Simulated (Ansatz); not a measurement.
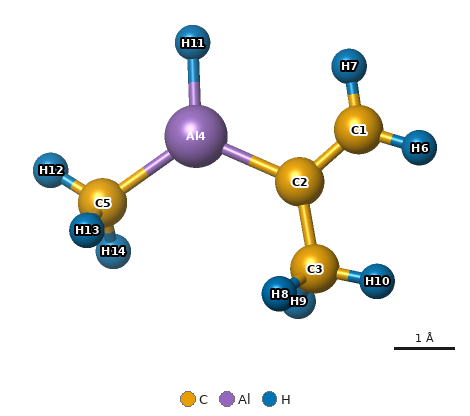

*The structure as given in the input (ball-and-stick view, seen at a tilt; atoms are numbered from 1 in the order of the input). Sticks mark near contacts.*

# C4H9Al: single-point calculation

C4H9Al, SMILES C=[C](C)[AlH][CH3], computed with RKS PBE0-D4/def2-TZVPP (Ansatz 0.2.0).

The geometry comes from this level: PBE0-D4/def2-TZVP.

The input:
```yaml
crystal:
  periodic: [false, false, false]
  atoms:
    - {symbol: C, position_ang: [-1.238365, 0.499886, 1.764206]}
    - {symbol: C, position_ang: [-0.632277, 0.409898, 0.575294]}
    - {symbol: C, position_ang: [-0.987051, 1.353339, -0.536903]}
    - {symbol: Al, position_ang: [0.704274, -1.004738, 0.425264]}
    - {symbol: C, position_ang: [1.704330, -1.287806, -1.228340]}
    - {symbol: H, position_ang: [-2.004277, 1.249268, 1.973249]}
    - {symbol: H, position_ang: [-0.997633, -0.170997, 2.585346]}
    - {symbol: H, position_ang: [-0.112413, 1.922230, -0.868936]}
    - {symbol: H, position_ang: [-1.346195, 0.811797, -1.418164]}
    - {symbol: H, position_ang: [-1.762148, 2.067926, -0.240703]}
    - {symbol: H, position_ang: [0.933006, -1.897009, 1.723905]}
    - {symbol: H, position_ang: [2.312551, -2.195216, -1.213914]}
    - {symbol: H, position_ang: [2.378252, -0.444036, -1.417715]}
    - {symbol: H, position_ang: [1.035147, -1.343741, -2.093589]}
basis:
  gaussian: {orbitals: def2-TZVPP}
hamiltonian: {xc: pbe0, dispersion: d4}
output: {orbitals: {seedname: orbitals}}
```

Machine: 4 threads of Arm Neoverse V2, 23 GiB of memory available, shared host.

Command:
```bash
ansatz run in.yaml --threads 4 --pin off --events-out ev --progress --plain --max-ram 10444MiB
```

Output:
```
Functional definition: PBE0
  name "PBE0"
  cite "Adamo & Barone, J. Chem. Phys. 110, 6158 (1999) doi:10.1063/1.478522"
  cite "Perdew, Burke & Ernzerhof, Phys. Rev. Lett. 77, 3865 (1996) doi:10.1103/PhysRevLett.77.3865"
  parent pbe
  parameter a = 0.25
  parameter kappa = 0.804
  parameter beta = 0.06672455060314922
  exchange = (1 - a)*pbe_x(kappa = kappa, mu = beta*pi^2/3) + a*exact_x
  correlation = pbe_c(beta = beta)
1551 factors; their error is unknown
mean field evaluation 1: about -10870.7995 eV, gradient 7.6e1 eV
mean field evaluation 2: about -10863.0214 eV, gradient 8.9e1 eV
mean field evaluation 4: about -10884.4123 eV, gradient 5.8e0 eV
mean field evaluation 8: about -10884.4879 eV, gradient 5.3e-1 eV
mean field evaluation 16: about -10884.4883 eV, gradient 4.2e-5 eV
mean field -10884.48831904 eV, -399.9975679536 hartree, gradient 4.2e-5 eV, S^2 0.000000; 0 other end points of the search recorded, 0 dependent functions left out
reference -10884.48835834 eV, -399.9975693978 hartree; 23, 23 occupied and 269, 269 virtual orbitals, 1551 factors
Total energy: -10884.71525012 eV, -400.0059075168 hartree
```

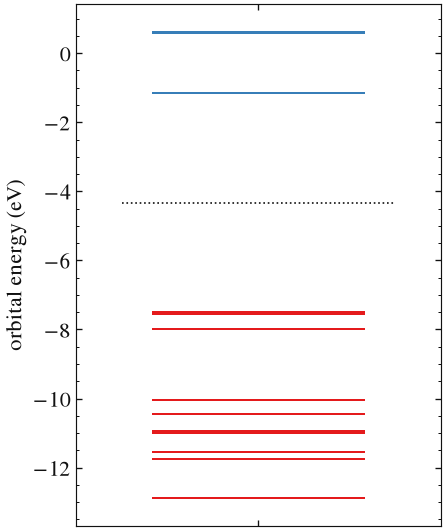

*Orbital energies near the frontier; the dotted line parts filled from empty levels, and levels within 0.02 eV of each other stand side by side.*

Highest filled −7.49 eV, lowest empty −1.16 eV, 6.33 eV apart.

Key numbers:

```csv
quantity,value
outcome,converged
total energy,−10884.7153 eV
mean-field energy,−10884.4884 eV
dispersion energy,−0.2269 eV
SCF solution under orbital rotations,stable
HOMO,−7.49 eV
LUMO,−1.16 eV
wall time,2.6 s (CPU time 9.6 s)
peak memory,0.73 GiB
```
